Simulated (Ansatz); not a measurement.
Base system: GaAs in the zinc blende structure (space group F-43m, No. 216; a = 5.667 Å).

One thing is altered: the cell is scaled by 0.9939 in all directions, atoms relaxed at fixed cell.

All numbers come from r2SCAN (Ansatz, a quantum-chemistry and plane-wave program), without spin-orbit coupling.

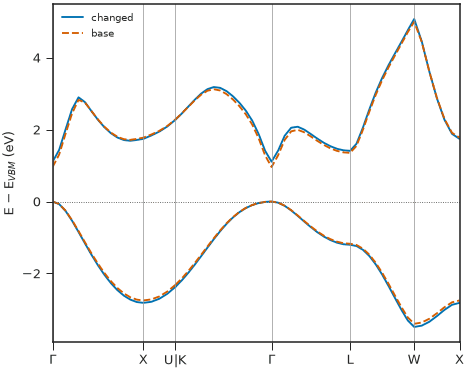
*Highest valence and lowest conduction band along the path, each from its own valence-band maximum*

The gap is 1.11 eV, direct at Γ; the base has 0.96 eV.

The cells carry an imposed strain or load. No phonon test of stability was made.
